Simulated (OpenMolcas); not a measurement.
# Exact exchange and the HOMO–LUMO gap of SnGeH6

The species is SnGeH6 (8 atoms), meant as a singlet with charge 0. SMILES: `[GeH3][SnH3]`. The coordinates come from a PBE0-D4/def2-TZVP relaxation.

The HOMO–LUMO gap y, in eV, basis def2-SVP with a core potential; a is the functional's share of exact exchange. Programs: OpenMolcas 26.06.

| functional | program | a | y (eV) |
| --- | --- | --- | --- |
| PBE | OpenMolcas | 0 | 6.13 |
| revPBE | OpenMolcas | 0 | 6.18 |
| B3LYP | OpenMolcas | 0.2 | ? |
| PBE0 | OpenMolcas | 0.25 | 8.06 |
| BHLYP | OpenMolcas | 0.5 | 9.83 |

Task: Fit y = c + s·a to the known rows and predict B3LYP.

Result: 
1. Means of the 4 rows: a = 0.1875, y = 7.550.
2. Σ(Δa)² = 0.17188, Σ(Δa·Δy) = 1.2675, so the slope is 1.2675/0.17188 = 7.3743.
3. Intercept: 7.550 − (7.3743) × 0.1875 = 6.167. The largest residual of the fit is 0.049.
4. B3LYP: 6.167 + (7.3743) × 0.2 = 7.64 eV.

The run gave 7.54 eV, so the prediction is off by +0.10 eV, more than the largest residual. Exact exchange lowers occupied levels and raises empty ones. The rows mix families of semi-local functionals, which the line can't see.

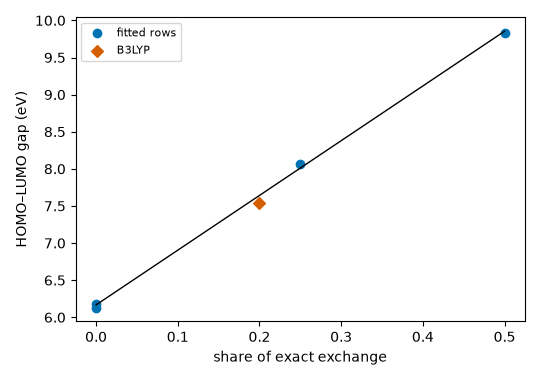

The fitted line, with the withheld row.
